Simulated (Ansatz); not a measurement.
Consider La3GaRh3.

```cif
data_structure
_symmetry_space_group_name_H-M 'P 1'
_symmetry_Int_Tables_number 1
_cell_length_a 5.6249
_cell_length_b 5.6249
_cell_length_c 5.6249
_cell_angle_alpha 90.000
_cell_angle_beta 90.000
_cell_angle_gamma 90.000
_cell_volume 177.97
loop_
_atom_site_label
_atom_site_type_symbol
_atom_site_fract_x
_atom_site_fract_y
_atom_site_fract_z
_atom_site_occupancy
La1 La 0.50000 0.50000 0.00000 1
La2 La 0.00000 0.50000 0.50000 1
La3 La 0.50000 0.00000 0.50000 1
Rh1 Rh 0.50000 0.00000 0.00000 1
Rh2 Rh 0.00000 0.50000 0.00000 1
Rh3 Rh 0.00000 0.00000 0.50000 1
Ga1 Ga 0.50000 0.50000 0.50000 1
```

Space group Pm-3m; built by placing these elements on a known structure type; computed pressure about 5 GPa in this cell; computed without spin polarisation.

The calculation used DFT, PAW plane waves, PBE (Ansatz).

What can the converged valence pseudo-density and electron localisation function tell about the bonding?

Answer. La–Ga (2.81 Å): the density is about 0.29 e/Å³ at the midpoint; the ELF is about 0.30 at the midpoint (no shared electron pair shows on this line).
Bader's partition of the density gives La +1.06, Rh −0.79 and Ga −0.81 e.

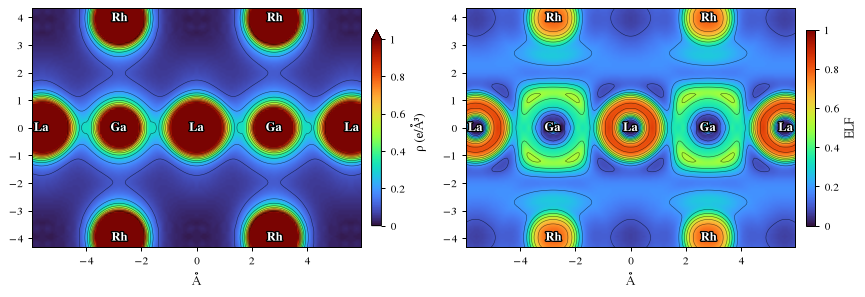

Computed valence pseudo-density and electron localisation function on the (011) plane of the conventional cell, in this order. 

In a PAW calculation such maps are meaningful between the atoms, not at the nuclei.
